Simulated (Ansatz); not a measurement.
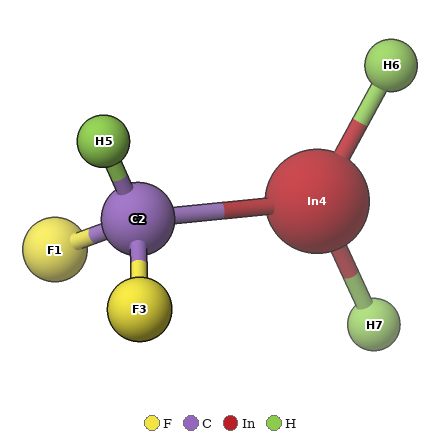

The system is CH₃F₂In, SMILES F[CH](F)[InH2]; the picture shows the reference structure. Coordinates scanned: (1) angle H5–C2–In4; (2) angle H6–In4–C2. Nothing is relaxed (all other coordinates rigid). Grid: 15 × 15 points. Energies are in kcal/mol, from the lowest grid point. The calculation used Ansatz 0.2.0, RHF/def2-TZVP.

Its coordinates:

| atom | x (Å) | y (Å) | z (Å) |
| --- | --- | --- | --- |
| F | 0.1213 | -1.7791 | 0.6864 |
| C | 0.5724 | -0.5013 | 0.6250 |
| F | 1.8228 | -0.5632 | 0.1027 |
| In | -0.7467 | 0.7100 | -0.6984 |
| H | 0.6840 | -0.1662 | 1.6478 |
| H | -1.5159 | 2.1104 | -0.0306 |
| H | -0.9379 | 0.1895 | -2.3329 |

Range: angle H5–C2–In4 from 72.0 to 162.0°; angle H6–In4–C2 from 93.3 to 143.3°.

What will the energy surface look like?

The lowest grid point is at angle H5–C2–In4 = 117.0°, angle H6–In4–C2 = 118.3°. It is the only kind of minimum in the scanned range. The highest grid point, angle H5–C2–In4 = 162.0°, angle H6–In4–C2 = 93.3°, lies 64.7 kcal/mol above the lowest. Round the minimum the two coordinates are nearly uncoupled.

```csv
"angle H6–In4–C2 ↓, angle H5–C2–In4 →",72.0,78.5,84.9,91.3,97.7,104.2,110.6,117.0,123.5,129.9,136.3,142.7,149.2,155.6,162.0
143.3,54.5,42.5,32.1,23.4,16.4,11.2,8.0,6.9,8.0,11.3,16.8,24.8,35.4,48.5,64.2
139.7,52.5,40.5,30.2,21.4,14.5,9.3,6.1,5.0,6.1,9.4,14.9,22.9,33.5,46.6,62.3
136.1,50.8,38.9,28.5,19.8,12.9,7.7,4.6,3.5,4.5,7.8,13.3,21.3,31.9,45.0,60.6
132.6,49.4,37.5,27.2,18.5,11.6,6.4,3.3,2.2,3.3,6.5,12.1,20.0,30.6,43.7,59.3
129.0,48.2,36.3,26.1,17.4,10.5,5.4,2.3,1.2,2.3,5.5,11.1,19.0,29.6,42.7,58.3
125.4,47.3,35.4,25.2,16.6,9.8,4.7,1.6,0.5,1.6,4.9,10.4,18.3,28.9,42.0,57.6
121.9,46.6,34.8,24.7,16.1,9.3,4.2,1.2,0.1,1.2,4.5,10.0,17.9,28.5,41.6,57.2
118.3,46.1,34.4,24.3,15.8,9.1,4.1,1.0,0.0,1.1,4.3,9.9,17.8,28.4,41.4,57.0
114.7,45.9,34.3,24.3,15.8,9.1,4.1,1.1,0.1,1.2,4.5,10.0,18.0,28.6,41.6,57.2
111.1,46.0,34.4,24.4,16.1,9.4,4.5,1.5,0.6,1.7,5.0,10.5,18.4,29.0,42.0,57.6
107.6,46.3,34.8,24.9,16.6,10.0,5.1,2.2,1.3,2.4,5.7,11.2,19.2,29.7,42.8,58.4
104.0,46.9,35.4,25.6,17.4,10.9,6.0,3.2,2.3,3.4,6.7,12.3,20.2,30.8,43.8,59.4
100.4,47.7,36.4,26.6,18.5,12.0,7.3,4.5,3.6,4.8,8.1,13.7,21.6,32.2,45.2,60.8
96.9,48.9,37.6,27.9,19.9,13.5,8.8,6.0,5.2,6.4,9.8,15.4,23.3,33.9,46.9,62.5
93.3,50.4,39.2,29.6,21.6,15.3,10.7,8.0,7.2,8.5,11.9,17.5,25.4,36.1,49.1,64.7
```

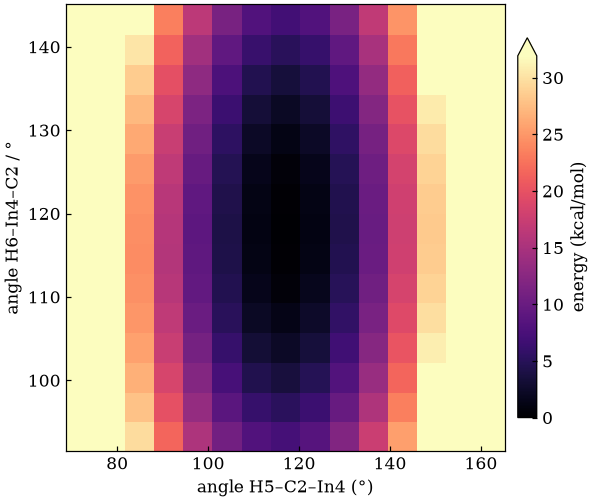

The picture shows one coloured cell a grid point, one colour for all values above the top of the scale.

The whole map (225 points run) took 20 min on 1 thread of Arm Neoverse V2, with other jobs on the host.
